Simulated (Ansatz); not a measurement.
**Molecular dynamics of BSiNH$_{8}$O (part 4 of 4)**

The same run, continued: BSiNH$_{8}$O; RHF/6-31G* (Ansatz 0.2.0). It belongs to a series of runs on one base structure; here: dynamics from the highest image of the converged band.

Geometry of the input (Å):
```
B  -0.1914  0.3030  0.2067
H  -0.3736  -0.5253  1.3546
H  0.8920  -0.0347  -0.1751
O  -1.3183  0.2460  -0.6033
H  -1.2944  -0.4757  -1.2134
N  -0.1794  1.6273  1.0817
H  -1.0776  2.0741  1.0551
Si 1.2237  2.6594  1.2612
H  2.3028  1.8719  1.8788
H  1.6918  3.1826  -0.0355
H  0.8633  3.7894  2.1369
H  -0.3152  0.4605  1.6422
```

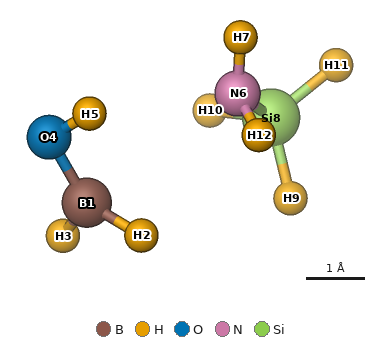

The geometry at step 163 of the log (ball-and-stick view, seen at a tilt; atoms are numbered from 1 in the order of the input).

**Trajectory as extended XYZ, continued**
```
12
Properties=species:S:1:pos:R:3:forces:R:3 step=121 time_fs=60.5 energy=-12179.56907 temperature=1310.3
B    -0.1207   -0.2762   -0.1559    1.6666  -1.0769   0.6532
H    -0.0384   -1.1944    0.7133   -0.5811   1.2255  -0.8088
H     0.9292    0.0464   -0.6694   -0.4364  -0.0958   0.1454
O    -1.2311    0.2271   -0.6924   -1.8212  -0.1829   0.4578
H    -2.0227    0.0638   -0.1605    0.9204  -0.0053  -0.7700
N    -0.3172    1.9430    1.4072   -0.2045  -0.9149   3.2410
H    -1.1108    2.4197    1.0801   -0.7690   0.4580  -0.6388
Si    1.2324    2.6892    1.2714    0.6967  -0.2177  -0.4391
H     2.0723    1.6880    2.0244    0.0567   0.6575  -0.5145
H     1.5761    2.9022   -0.1927   -0.0606  -0.2662   0.9062
H     1.3289    4.0131    1.9210    0.0972   0.0291   0.0694
H    -0.5172    1.6995    2.4229    0.4352   0.3896  -2.3018
12
Properties=species:S:1:pos:R:3:forces:R:3 step=126 time_fs=63.0 energy=-12179.38773 temperature=1172.2
B    -0.1133   -0.2967   -0.1866    0.6195  -0.2107   0.5689
H    -0.1097   -1.0961    0.6846   -0.0712  -0.1571   0.4176
H     0.9217    0.0161   -0.6830    0.0244  -0.0780  -0.2620
O    -1.2336    0.1939   -0.6976   -0.9108   0.9044  -1.1788
H    -2.0156    0.2653   -0.1743    0.1432  -0.6113   0.1872
N    -0.3296    1.9619    1.4506   -1.6502   0.1995   1.9503
H    -1.1279    2.5141    1.0689    1.1044  -1.1778   1.0401
Si    1.2362    2.6930    1.2595    0.3196   0.1882   0.7722
H     2.0086    1.7151    2.0471    0.5755   0.1248  -0.3075
H     1.7250    2.9716   -0.1275   -0.3886  -0.4377   0.3781
H     1.3324    3.9924    1.9754    0.0488   0.0134  -0.1322
H    -0.4896    1.6374    2.4878    0.1853   1.2424  -3.4338
12
Properties=species:S:1:pos:R:3:forces:R:3 step=132 time_fs=66.0 energy=-12178.99170 temperature=866.1
B    -0.1004   -0.3221   -0.2198   -0.6612   0.6912   0.3665
H    -0.1989   -0.9960    0.6912    0.4728  -1.1327   1.4461
H     0.9172   -0.0272   -0.7208    0.4553  -0.1820  -0.5064
O    -1.2419    0.1585   -0.7092   -1.2158   1.4562  -1.5067
H    -1.9829    0.4584   -0.1844    0.8062  -1.0187  -0.0056
N    -0.3513    1.9867    1.5095    1.7077   2.5296  -5.9443
H    -1.0841    2.5476    1.1272   -0.5951  -0.3719   0.6839
Si    1.2415    2.6981    1.2477   -0.3685   0.3698   2.2194
H     1.9789    1.7543    2.0525    0.9473  -0.4726   0.0058
H     1.8738    3.0211   -0.0258   -0.4811  -0.4295  -0.5965
H     1.3398    3.9689    2.0292   -0.0436   0.0358  -0.3356
H    -0.4518    1.6364    2.3623   -1.0241  -1.4752   4.1734
12
Properties=species:S:1:pos:R:3:forces:R:3 step=137 time_fs=68.5 energy=-12178.95136 temperature=831.7
B    -0.0931   -0.3399   -0.2445   -1.0462   0.0376   1.6988
H    -0.2437   -0.9758    0.7764    0.9270  -0.0488  -0.2548
H     0.9379   -0.0756   -0.7824   -0.0388  -0.4353  -0.1684
O    -1.2533    0.1346   -0.7251   -0.3221   1.1121  -1.6974
H    -1.9120    0.5566   -0.1887    0.3739  -0.8687   0.2758
N    -0.3628    2.0161    1.5386    3.1413  -0.6112  -1.3267
H    -1.0832    2.5529    1.2195   -2.5036   1.1945  -0.2623
Si    1.2453    2.7032    1.2428   -0.1974   0.0662   3.0614
H     2.0123    1.7609    2.0539    0.5862  -0.3227  -0.2014
H     1.9661    3.0341    0.0259   -0.6106  -0.4013  -0.9000
H     1.3438    3.9519    2.0533   -0.0540   0.1549  -0.3824
H    -0.4714    1.5786    2.4243   -0.2557   0.1228   0.1574
12
Properties=species:S:1:pos:R:3:forces:R:3 step=142 time_fs=71.0 energy=-12178.72272 temperature=659.0
B    -0.0913   -0.3573   -0.2604   -0.8923  -0.2283   1.9035
H    -0.2353   -0.9616    0.8504    0.9758   0.5572  -1.3515
H     0.9559   -0.1492   -0.8536   -0.6479  -0.5371   0.2746
O    -1.2658    0.1148   -0.7474    0.8150   0.3585  -1.6135
H    -1.8204    0.6054   -0.1750   -0.3148  -0.3460   0.7038
N    -0.3634    2.0450    1.5595   -1.2356  -0.6355   1.1181
H    -1.1956    2.6053    1.3090    1.1826  -0.8317   0.6456
Si    1.2487    2.7084    1.2443    0.4804  -0.2454   3.0628
H     2.0794    1.7495    2.0428   -0.0573   0.0958  -0.5200
H     2.0206    3.0226    0.0268   -0.9631  -0.4270  -0.5881
H     1.3450    3.9445    2.0551    0.0140   0.3169  -0.3261
H    -0.5077    1.5213    2.5175    0.6434   1.9227  -3.3090
12
Properties=species:S:1:pos:R:3:forces:R:3 step=147 time_fs=73.5 energy=-12179.03479 temperature=896.3
B    -0.0945   -0.3758   -0.2662   -0.6663  -0.1500   0.7579
H    -0.1705   -0.9176    0.8507    0.5840   0.4461  -0.9504
H     0.9382   -0.2536   -0.9102   -0.6650  -0.3844   0.3556
O    -1.2758    0.0967   -0.7753    0.6724   0.7470   0.0083
H    -1.7410    0.6271   -0.1274    0.0504  -0.8260  -0.2229
N    -0.3678    2.0714    1.5839   -1.9026   1.0362  -1.2433
H    -1.2543    2.6205    1.4284    2.1837  -0.8302   0.1060
Si    1.2531    2.7131    1.2523    0.7362  -0.3496   2.3658
H     2.1442    1.7427    2.0024   -0.4680   0.2853  -0.4924
H     2.0180    2.9861   -0.0070   -1.2198  -0.3820  -0.1672
H     1.3471    3.9555    2.0374    0.1033   0.3855  -0.2453
H    -0.5097    1.5630    2.4406    0.5917   0.0220  -0.2719
12
Properties=species:S:1:pos:R:3:forces:R:3 step=153 time_fs=76.5 energy=-12179.14398 temperature=982.5
B    -0.1034   -0.3988   -0.2693   -0.6761   0.2827  -1.9113
H    -0.0506   -0.8355    0.7942   -0.0412  -0.2150   1.2229
H     0.8705   -0.4077   -0.9548    0.0005  -0.1495  -0.1415
O    -1.2839    0.0785   -0.8084    1.2727   0.4440   1.2504
H    -1.6491    0.5929   -0.0863   -0.5458  -0.4695  -0.4548
N    -0.3800    2.1098    1.6030    2.6888   0.0669  -2.8881
H    -1.1961    2.6015    1.5727   -1.9124   2.1192  -0.7358
Si    1.2602    2.7179    1.2684    0.0584   0.0531   1.2469
H     2.1877    1.7540    1.9191   -0.3662   0.0227   0.0112
H     1.9208    2.9136   -0.0611   -1.0811  -0.1674   0.0171
H     1.3582    3.9974    1.9967    0.2094   0.2034  -0.2069
H    -0.4720    1.5763    2.3792    0.3930  -2.1907   2.5898
12
Properties=species:S:1:pos:R:3:forces:R:3 step=158 time_fs=79.0 energy=-12179.27811 temperature=1086.5
B    -0.1148   -0.4167   -0.2817   -0.3389  -0.1376  -2.1613
H     0.0497   -0.7740    0.8084   -0.4208   0.0786   1.1131
H     0.8099   -0.5478   -0.9985    0.2810  -0.1339  -0.4407
O    -1.2856    0.0652   -0.8313    1.7945  -0.2154   1.3284
H    -1.6061    0.5335   -0.0783   -1.2770   0.3379   0.1398
N    -0.3815    2.1425    1.6070    0.4988  -2.6329   2.2618
H    -1.2178    2.6871    1.6540    0.3348   0.5069  -0.2549
Si    1.2663    2.7220    1.2849   -0.7728   0.7051   0.3319
H     2.2007    1.7653    1.8486    0.0776  -0.3712   0.4955
H     1.7690    2.8415   -0.1064   -0.6896   0.0494  -0.0116
H     1.3808    4.0460    1.9491    0.2910  -0.0801  -0.1929
H    -0.4175    1.4747    2.4644    0.2213   1.8931  -2.6090
12
Properties=species:S:1:pos:R:3:forces:R:3 step=163 time_fs=81.5 energy=-12179.36940 temperature=1157.7
B    -0.1276   -0.4355   -0.3053    0.8135  -0.8331  -0.7374
H     0.1244   -0.7069    0.8797   -0.8280   0.5769  -0.8329
H     0.7624   -0.6955   -1.0648   -0.1436  -0.0603  -0.0332
O    -1.2810    0.0515   -0.8489    1.1099   0.2006   2.2617
H    -1.6333    0.4877   -0.0708   -0.8807   0.0460  -0.6861
N    -0.3802    2.1654    1.6189   -1.0321  -0.6628   2.0404
H    -1.2265    2.8050    1.7173    2.4226  -1.4445  -0.1475
Si    1.2709    2.7276    1.3021   -1.2356   0.8325  -0.6421
H     2.2168    1.7567    1.8058    0.2120  -0.3360   0.6057
H     1.5763    2.7720   -0.1512   -0.2178   0.2097   0.1766
H     1.4205    4.0901    1.8901    0.3192  -0.2916  -0.1219
H    -0.3522    1.4653    2.4225   -0.5396   1.7626  -1.8833
12
Properties=species:S:1:pos:R:3:forces:R:3 step=168 time_fs=84.0 energy=-12179.40532 temperature=1185.5
B    -0.1362   -0.4587   -0.3334    1.4950  -0.9568   0.0161
H     0.1516   -0.6088    0.9074   -0.8303   0.4160  -1.6665
H     0.7066   -0.8460   -1.1325   -0.5142   0.1627   0.4974
O    -1.2723    0.0384   -0.8583    0.1460   0.4166   2.0846
H    -1.7119    0.4457   -0.1009   -0.2121  -0.1275  -0.9796
N    -0.3820    2.1863    1.6376    1.3257   2.9059  -3.0114
H    -1.1118    2.8521    1.7733    0.0096  -0.0530   0.2840
Si    1.2728    2.7347    1.3179   -1.1909   0.1658  -1.6118
H     2.2429    1.7305    1.7974   -0.1462   0.1903   0.3452
H     1.3711    2.7149   -0.1844    0.3545   0.3260   0.5583
H     1.4790    4.1178    1.8243    0.2702  -0.3053   0.0240
H    -0.3161    1.5340    2.2952   -0.7074  -3.1406   3.4597
12
Properties=species:S:1:pos:R:3:forces:R:3 step=174 time_fs=87.0 energy=-12179.51365 temperature=1266.4
B    -0.1362   -0.4931   -0.3674    0.7420  -0.4067  -0.0667
H     0.1243   -0.4625    0.8210   -0.1335  -0.1383  -0.5781
H     0.6034   -1.0139   -1.1769   -0.2072   0.2327   0.4946
O    -1.2609    0.0244   -0.8605   -0.2849  -0.1284  -0.0963
H    -1.8262    0.3914   -0.2007   -0.0378   0.3310   0.1764
N    -0.3753    2.2205    1.6485    2.3827  -2.4081   1.1288
H    -0.9927    2.9276    1.8716   -1.5348   1.1008   0.8556
Si    1.2719    2.7436    1.3323   -0.7831  -0.7113  -2.1609
H     2.2619    1.7156    1.8129   -0.4127   0.6112   0.0197
H     1.1562    2.6723   -0.1811    1.0436   0.4134   0.6077
H     1.5696    4.1285    1.7482    0.1415  -0.1390   0.2175
H    -0.3324    1.4490    2.3318   -0.9159   1.2430  -0.5982
12
Properties=species:S:1:pos:R:3:forces:R:3 step=179 time_fs=89.5 energy=-12179.07653 temperature=932.7
B    -0.1317   -0.5245   -0.3963   -0.5707   0.1457  -0.6836
H     0.0915   -0.3458    0.7111    0.7902  -0.3042   1.3690
H     0.5036   -1.1401   -1.1827    0.3803  -0.0215   0.0861
O    -1.2528    0.0125   -0.8618   -1.3079  -0.1211  -1.0456
H    -1.9199    0.3627   -0.2829    0.7763   0.1901   0.1962
N    -0.3600    2.2425    1.6602   -1.7488  -0.5454   4.2206
H    -0.9776    3.0432    1.9979    1.1914  -2.2038  -0.5745
Si    1.2693    2.7496    1.3394   -0.3681  -0.6841  -2.0198
H     2.2532    1.7396    1.8292   -0.1909   0.3980  -0.0339
H     1.0421    2.6633   -0.1407    1.3563   0.4040   0.0963
H     1.6547    4.1273    1.6981   -0.0374  -0.0673   0.3147
H    -0.4000    1.4105    2.3683   -0.2706   2.8097  -1.9256
12
Properties=species:S:1:pos:R:3:forces:R:3 step=184 time_fs=92.0 energy=-12179.05183 temperature=909.4
B    -0.1298   -0.5551   -0.4281   -0.8967   0.6069   0.4635
H     0.1024   -0.2479    0.6694    1.0560  -0.5711   0.8740
H     0.4246   -1.2667   -1.1817    0.5827  -0.0867  -0.0155
O    -1.2495    0.0001   -0.8671   -1.7545  -0.2779  -1.7526
H    -1.9698    0.3465   -0.3521    1.0742   0.2164   0.3589
N    -0.3507    2.2625    1.6884   -1.8117   2.6310   1.9700
H    -0.9079    3.0484    2.0958    0.6365  -1.3148  -0.8743
Si    1.2658    2.7542    1.3421   -0.1918  -0.2305  -1.5592
H     2.2343    1.7855    1.8444    0.2718  -0.1672   0.0893
H     1.0075    2.6781   -0.0958    1.3403   0.3030  -0.6598
H     1.7371    4.1214    1.6665   -0.3090  -0.0939   0.3567
H    -0.4853    1.5157    2.3075    0.0022  -1.0154   0.7490
12
Properties=species:S:1:pos:R:3:forces:R:3 step=189 time_fs=94.5 energy=-12178.85503 temperature=760.7
B    -0.1326   -0.5824   -0.4573   -0.2848   0.7621   1.7596
H     0.1729   -0.1856    0.6744    0.5951  -1.0771  -0.8098
H     0.3777   -1.3954   -1.1792    0.2714   0.4088   0.3394
O    -1.2522   -0.0136   -0.8789   -0.7217  -0.9232  -2.3693
H    -1.9626    0.3461   -0.3967    0.1994   0.7146   1.0159
N    -0.3478    2.2922    1.7242    0.7750   0.6231  -0.8543
H    -0.8128    2.9956    2.1541   -1.9853   2.9287   0.9938
Si    1.2619    2.7582    1.3415    0.1173  -0.1352  -1.1221
H     2.2305    1.8227    1.8645    0.4752  -0.4903   0.1211
H     1.0518    2.7107   -0.0880    1.0753   0.1410  -0.9102
H     1.8009    4.1102    1.6562   -0.5769  -0.0818   0.3783
H    -0.5752    1.5616    2.2874    0.0600  -2.8708   1.4575
12
Properties=species:S:1:pos:R:3:forces:R:3 step=195 time_fs=97.5 energy=-12179.15322 temperature=990.5
B    -0.1376   -0.6101   -0.4801    0.3268   0.3441   1.5670
H     0.3010   -0.1926    0.6216   -0.0457  -0.9416  -1.1459
H     0.3413   -1.5157   -1.1500   -0.0726   0.8434   0.4269
O    -1.2598   -0.0341   -0.9041   -1.1528  -0.5919  -1.1796
H    -1.9251    0.3955   -0.3801    0.9964   0.2666   0.2829
N    -0.3445    2.3310    1.7675   -2.8330  -0.8084   3.6210
H    -0.8133    3.0968    2.2712    0.2600  -0.6854  -0.8015
Si    1.2579    2.7625    1.3376    1.0154  -0.5041  -1.1497
H     2.2579    1.8330    1.8955   -0.0171  -0.2004  -0.1633
H     1.1873    2.7599   -0.1408    0.5818  -0.0768   0.0193
H     1.8322    4.0915    1.6736   -0.7029   0.0651   0.3774
H    -0.6573    1.4623    2.3344    1.6439   2.2898  -1.8545
12
Properties=species:S:1:pos:R:3:forces:R:3 step=200 time_fs=100.0 energy=-12179.52411 temperature=1275.8
B    -0.1404   -0.6308   -0.4898    0.0120  -0.0389   0.2540
H     0.4090   -0.2582    0.5086   -0.1335  -0.0939   0.0159
H     0.3085   -1.5651   -1.1001   -0.0772   0.4289  -0.0703
O    -1.2703   -0.0539   -0.9302   -0.9415  -0.2030   0.1750
H    -1.8367    0.4575   -0.3430    1.1747  -0.1133  -0.3972
N    -0.3522    2.3597    1.8176   -1.8470   1.9872   2.2163
H    -0.8197    3.1717    2.3364    0.9195  -2.1918  -1.3485
Si    1.2567    2.7650    1.3316    1.2731  -0.7504  -1.1200
H     2.2818    1.8269    1.9120   -0.4816   0.0838  -0.3715
H     1.3397    2.7968   -0.1879    0.0265  -0.2290   0.8410
H     1.8129    4.0797    1.7128   -0.6616   0.2092   0.3327
H    -0.6321    1.4898    2.2772    0.7366   0.9112  -0.5272
```
